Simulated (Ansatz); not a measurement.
# Fields on a plane of SiO2 (space group P3_221)

```
SiO2
1.0
    4.92339     0.00000     0.00000
   -2.46169     4.26378     0.00000
    0.00000     0.00000     5.41794
Si O
3 6
Direct
  0.00000   0.46928   0.33333
  0.53072   0.53072   0.00000
  0.46928   0.00000   0.66667
  0.14480   0.73161   0.54829
  0.26839   0.41319   0.21495
  0.58681   0.85520   0.88162
  0.73161   0.14480   0.45171
  0.41319   0.26839   0.78505
  0.85520   0.58681   0.11838
```

The slice is a (0001) plane (indices of the conventional cell) through the point (0.413, 0.268, 0.785) (fractional), spanned by u = [110] and v = [1 -1 0] in vectors of this cell: u (4.92 Å) and v (8.53 Å, at 90° to u). It covers one period; positions are fractions (u, v).

Atoms on it: O at (0.00, 0.00); O at (0.50, 0.50). Other atoms lie within 1 Å of the plane.

Method: r2SCAN (plane waves to 500 eV, PAW, scalar-relativistic; Ansatz, a program for electronic structure). k mesh 8×8×6. Inside the PAW spheres the values are not all-electron values, and peaks at nuclei hang on which shells count as valence. SiO2 was relaxed with its symmetry unable to fall.

```
|998866443322110011335588|
|665544445544332200113355|
|333344556677553311001122|
|112244668888664422000000|
|112244667777664422000000|
|223333556666553322000011|
|223333444455554422110011|
|223333445566665544221111|
|112222336688998855332211|
|111111336699999966442211|
|110011335588998866443322|
|332200113355665544445544|
|553311001122333344556677|
|664422000000112244668888|
|664422000000112244667777|
|553322000011223333556666|
|554422110011223333444455|
|665544221111223333445566|
|998855332211112222336688|
|999966442211111111336699|
```
Scale: ten equal steps from -2.06 (start of '0') to 0.88 (end of '9'), in the order '0123456789'. Values: log₁₀ of the valence density in e/Å³. The map has 12 points along u (two characters each, u = 0 at the left) and 20 along v (v = 0 in the bottom row). The scale is logarithmic, as a density can span decades between atoms and voids.

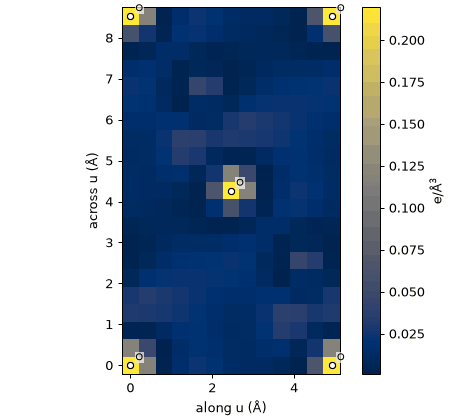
Density of the lowest conduction band (whole band as if filled, smooth part) in e/Å³, one period of the plane, atoms marked.
